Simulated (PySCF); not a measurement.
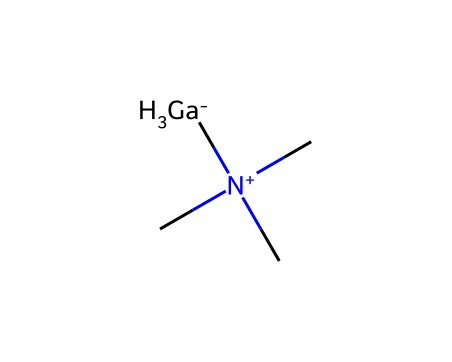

The drawing above gives the connectivity. The geometry was computed by an optimisation with PBE0-D3(BJ)/def2-SVP. No frequency run is at hand to confirm it as a minimum.

Describe the 3D structure.

The molecule is C3H12GaN. As SMILES it reads `C[N+](C)(C)[GaH3-]`. This geometry has C3v symmetry. Coordination: 3 C tetrahedral; 1 N tetrahedral; 1 Ga tetrahedral.

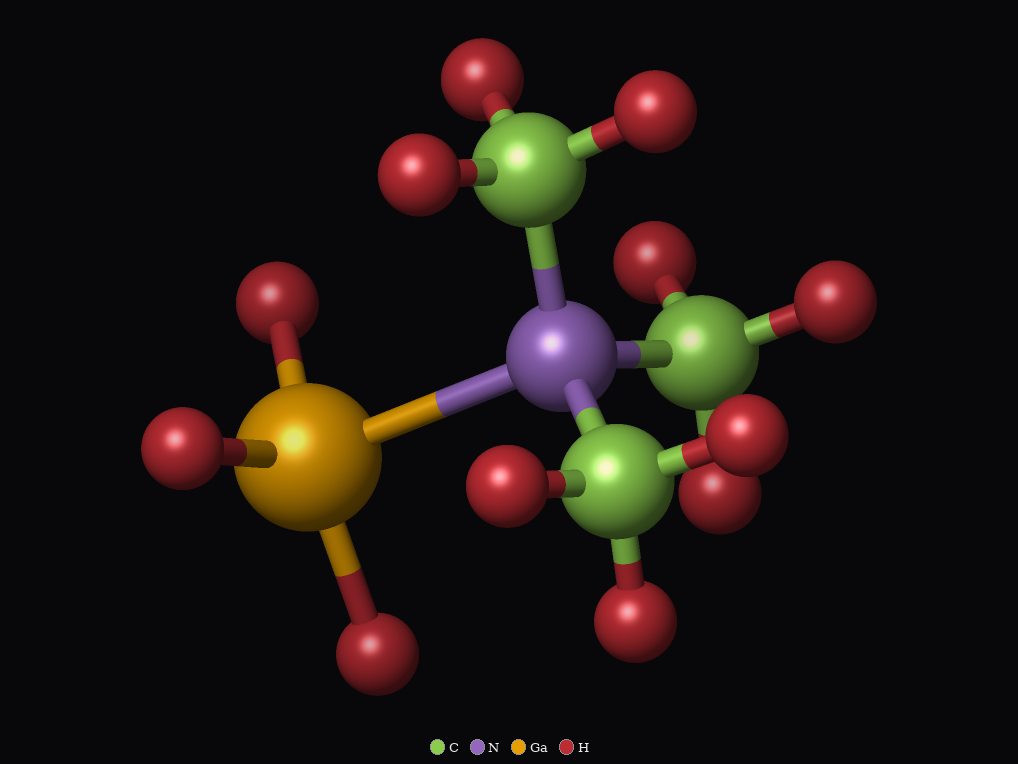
